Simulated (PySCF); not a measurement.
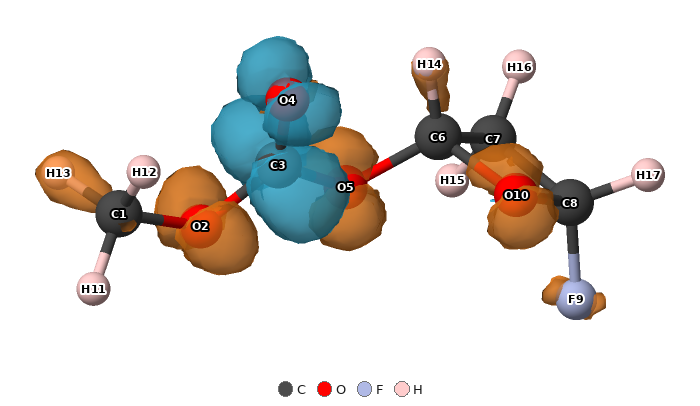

*C₅H₇FO₄, SMILES `COC(=O)O[CH]1C[CH](F)O1`. Unrelaxed difference density of S₃ less the ground state (full linear response singlet states), ±0.05 e/Å³; light blue: gain, orange: loss.*

Computed with PySCF, PBE0/6-31G*, geometry: GFN2-xTB. No frequency check shows the geometry to be a minimum. Without diffuse functions Rydberg states are missing, so the states' numbers hold for this basis only.

The calculation's input:

```python
import numpy as np
from pyscf import gto, scf, dft, tdscf
from pyscf.scf import atom_ks, atom_hf
from scipy.linalg import block_diag

def solve(mol, dm0=None, hcore=None):
    mf = (dft.UKS if mol.spin else dft.RKS)(mol, xc='pbe0')
    mf.grids.level = 3
    mf = mf.density_fit(auxbasis='def2-universal-jkfit')
    mf.conv_tol, mf.max_cycle = 1e-8, 80
    if hcore is not None:
        mf.get_hcore = lambda *args: hcore
    mf.kernel(dm0)
    if not mf.converged:
        mf = mf.newton().run(mf.mo_coeff, mf.mo_occ, max_cycle=30)
    assert mf.converged, 'SCF not converged'
    return mf

mol = gto.M(atom='''
C     -3.72729    -0.59474     0.10775
O     -2.35923    -0.80691    -0.23198
C     -1.52790     0.20145    -0.03023
O     -1.80162     1.27842     0.40914
O     -0.30163    -0.18527    -0.43897
C      0.75884     0.69801    -0.20241
C      1.96881     0.41535    -1.09844
C      2.65655     0.05360     0.21925
F      2.99454    -1.26181     0.31811
O      1.50737     0.36280     0.96168
H     -4.08265    -1.50893     0.57917
H     -3.82129     0.25222     0.78878
H     -4.29576    -0.39908    -0.80283
H      0.38197     1.72630    -0.14781
H      1.82085    -0.43909    -1.75241
H      2.37528     1.26478    -1.63596
H      3.53756     0.62571     0.53362
''', basis='6-31g*', charge=0, spin=0, verbose=4)
mf = solve(mol)
td = mf.TDDFT()
td.nstates, td.singlet, td.conv_tol = 6, True, 1e-5
td.kernel()
td.analyze()
x, y = np.array([p[0] for p in td.xy]), np.array([p[1] + 0 * p[0] for p in td.xy])
f, mu = td.oscillator_strength(), td.transition_dipole()
nto = [td.get_nto(state=i + 1, verbose=4) for i in range(len(td.e))]
# spherically averaged free atoms, for the promolecule
atm = atom_ks.get_atm_nrks(mol, xc='pbe0')
pro = block_diag(*[(atm[a[0]][2] * atm[a[0]][3]) @ atm[a[0]][2].T for a in mol._atom])
np.savez('result.npz', e=td.e, f=f, ok=td.converged, w=[n[0] for n in nto], nto=[n[1] for n in nto], x=x, y=y, c=mf.mo_coeff, occ=mf.mo_occ, eps=mf.mo_energy, pro=pro, mu=mu)
```

Launched as:

```sh
OMP_NUM_THREADS=1 python input.py
```

The run took 33 min on 1 thread of AMD EPYC (Zen 3), with other jobs on the host, peak memory 1.1 GiB.

Q: How does the charge move on excitation?

A: 0.69 e is displaced in all, of which about 0.5 e passes between atoms: O2 (0.15 e) and O5 (0.11 e) lose electrons and C3 (0.36 e) and O4 (0.19 e) gain them. The state: 8.99 eV (138 nm), f = 0.201 (bright); the leading pair carries 94 %; hole on O2 (27 %), O5 (20 %) and O10 (12 %), electron on C3 (40 %), O4 (24 %) and O2 (12 %); their centroids lie 0.7 Å apart.
